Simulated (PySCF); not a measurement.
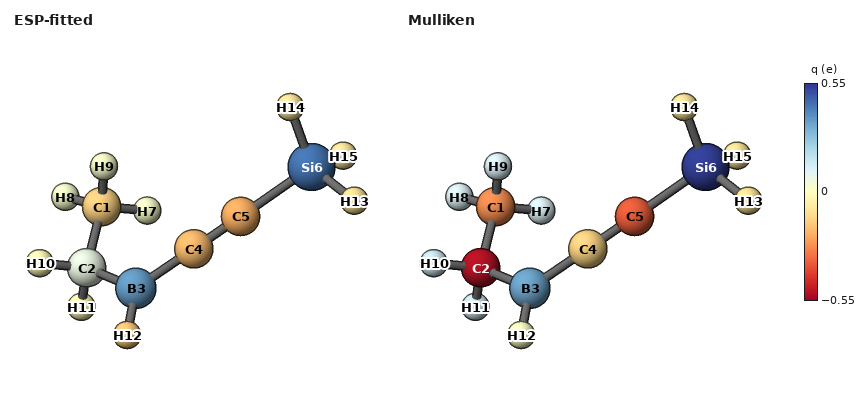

Atomic charges of one calculation by 2 schemes, on one colour scale. The geometry was computed by an optimisation with GFN2-xTB. No frequency run is at hand to confirm it as a minimum. Computed with PBE0/pcSseg-1 (PySCF 2.14.0).

Question. Which scheme gives the most polar picture (largest mean size of the charges)?

Answer. The Mulliken charges are the largest in size here.

Question. On which atom do the schemes disagree most?

Answer. On C2 (from −0.50 to 0.07 e).

List the charges (e), one line for each set of equivalent atoms.

```json
{"atom": "C1", "ESP-fitted": "−0.13", "Mulliken": "−0.27"}
{"atom": "C2", "ESP-fitted": "0.07", "Mulliken": "−0.50"}
{"atom": "B3", "ESP-fitted": "0.36", "Mulliken": "0.34"}
{"atom": "C4", "ESP-fitted": "−0.18", "Mulliken": "−0.13"}
{"atom": "C5", "ESP-fitted": "−0.21", "Mulliken": "−0.35"}
{"atom": "Si6", "ESP-fitted": "0.43", "Mulliken": "0.53"}
{"atom": "H7", "ESP-fitted": "0.03", "Mulliken": "0.11"}
{"atom": "H8", "ESP-fitted": "0.03", "Mulliken": "0.11"}
{"atom": "H9", "ESP-fitted": "0.03", "Mulliken": "0.11"}
{"atom": "H10", "ESP-fitted": "−0.02", "Mulliken": "0.14"}
{"atom": "H11", "ESP-fitted": "−0.01", "Mulliken": "0.14"}
{"atom": "H12", "ESP-fitted": "−0.15", "Mulliken": "0.02"}
{"atom": "H13", "ESP-fitted": "−0.08", "Mulliken": "−0.08"}
{"atom": "H14", "ESP-fitted": "−0.07", "Mulliken": "−0.08"}
{"atom": "H15", "ESP-fitted": "−0.07", "Mulliken": "−0.08"}
```

The geometry is semi-empirical. Around B, Si such bond lengths and angles can be off by a tenth of an ångström or more and by several degrees, and values that hang on the shape move with them.
